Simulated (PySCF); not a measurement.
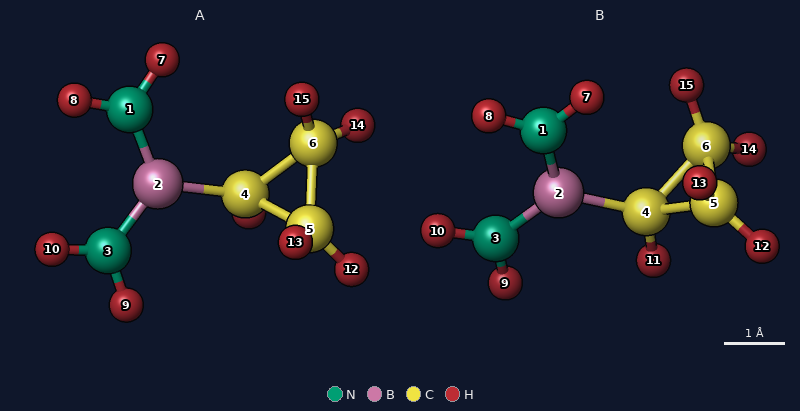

Two geometries of C3H9BN2, drawn at one scale. One is the start of a relaxation, the other its converged end. A ball-and-stick model, seen face on.

These are results of PBE0-D3(BJ)/def2-SVP geometry optimisation, gas phase in PySCF 2.14.0, density-fitted response routines, not measurements. 

Which one is relaxed?

Answer. Structure B is the relaxed one. The start comes from GFN2-xTB. H7 moves most after the best rigid fit: 1.28 Å. By element the largest moves are H 1.28 Å, N 0.71 Å, C 0.52 Å, B 0.16 Å. Some distances before and after: C5–H12 1.081 → 1.094 Å, B2–N3 1.405 → 1.417 Å, C4–H11 1.087 → 1.096 Å, C4–C6 1.502 → 1.512 Å. Among the angles between lasting bonds that change: B2–C4–C6 122.7° → 120.4°. Groups turn about B2–C4 by about 65°. After 21 geometry steps the energy has fallen by 0.075 eV. The largest force component goes from 0.48 to 0.012 eV/Å.
